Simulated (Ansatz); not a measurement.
bcc Ba was calculated with rVV10 in Ansatz (PAW).

Run with plane-wave cutoff 520 eV, 16×16×16 k mesh, Fermi–Dirac smearing 0.05 eV, scalar-relativistic PAW data made under PBE.

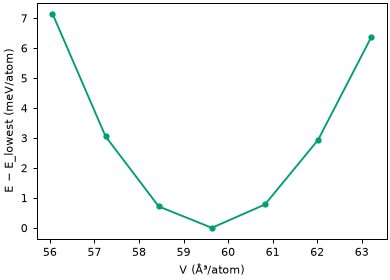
Figure: Total energy against volume

Question: From the curve, estimate the equilibrium volume and the bulk modulus.

Answer: V0 ≈ 59.6 Å³/atom and B0 ≈ 10 GPa; the fit gives V0 = 59.593 Å³/atom, B0 = 10.1 GPa, B′ = 3.1.

Measured, for comparison: bulk modulus 9.34 GPa (corrected for temperature and zero-point phonon effects, our sources range from 9.34 to 10.6; as tabulated in Levämäki et al. (2014), arXiv:1402.3671); equilibrium volume per atom 62.31 Å³/atom (low-temperature or extrapolated to 0 K; zero-point anharmonic expansion removed; as tabulated in Csonka et al. (2009), arXiv:0903.4037). Computed (rounded) less measured: bulk modulus +8 % (inside the range of the sources held), equilibrium volume per atom -4.4 %.

Spin–orbit coupling is not included.

The result took around 100 core-seconds (rough).

Ansatz is a quantum-chemistry and plane-wave program.
